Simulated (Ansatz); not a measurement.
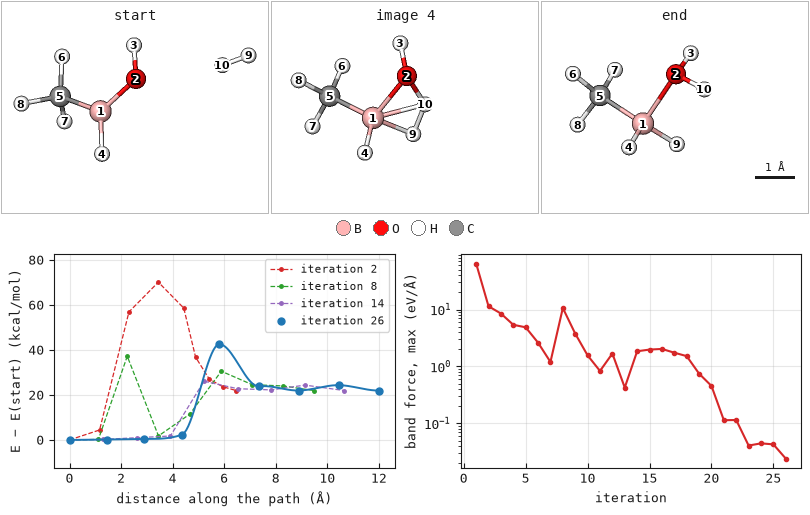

NEB run on CH7BO, made up at the start of CH$_{5}$BO and H2. Images are numbered from 0 (start) to 8 (end). The plot follows the band through its iterations. Style: ball-and-stick. Shown at a tilt.

Theory: RKS B3LYP-D4/def2-SVP in Ansatz. Settings: 7 movable images; climbing image; force threshold 0.03 eV/Å; iteration limit 60; starting path through a guess of the saddle point.

> Did the band converge, and can the barrier be trusted?

The run is converged, with reservations. The band converged in 26 iterations. The largest component of the band force went from 64 to 0.024 eV/Å. The climbing image converged on the top of the path. Its vibrational analysis gives one imaginary mode (1356i cm⁻¹), as a transition state must have. The first iteration put the highest image at 313.3 kcal/mol. The energy climbs by 42.5 kcal/mol to image 4 and then falls by 20.6 kcal/mol, so the end point sits at +21.9 kcal/mol. The profile has 2 maxima (images 4, 7) with a dip at image 6 (+22.0 kcal/mol), so the process runs in steps.

Limits of the set-up: the start holds two separate molecules, 2.5 Å apart at their closest, whose relative position is a soft coordinate.
